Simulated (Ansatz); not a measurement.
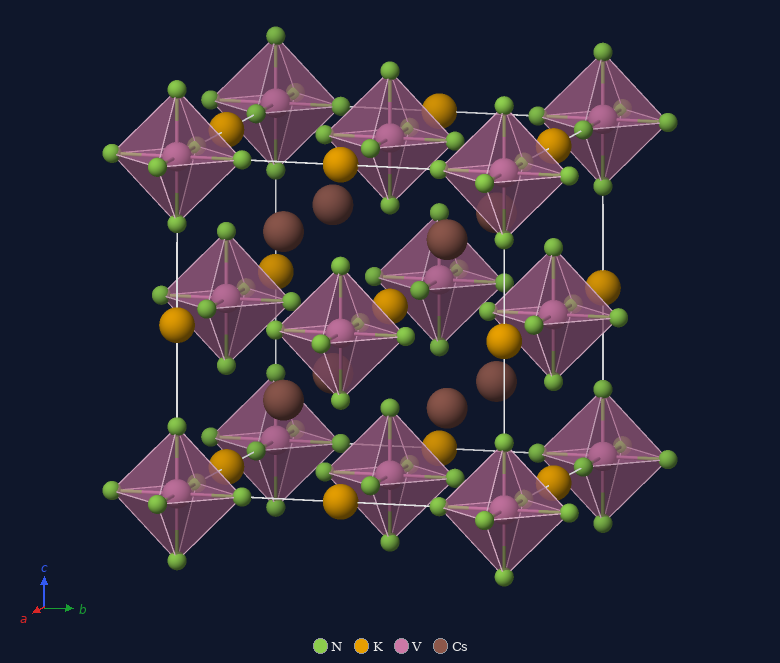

Polyhedra are drawn about V (bonds: N–V below 2.1 Å); other atoms are plain spheres.

Cs₂KVN₆ (space group Fm-3m, No. 225). Coordinates: the geometry relaxed with DFT, PAW plane waves, r2scan in Ansatz 0.2.0; the starting structure was generated, so it need not be a known form of this composition.

What figure surrounds each V atom, and how are these polyhedra linked?

V: VN6 octahedron. The octahedra are isolated from each other. Their corner atoms also have Cs and K as close neighbours (those links are not drawn).
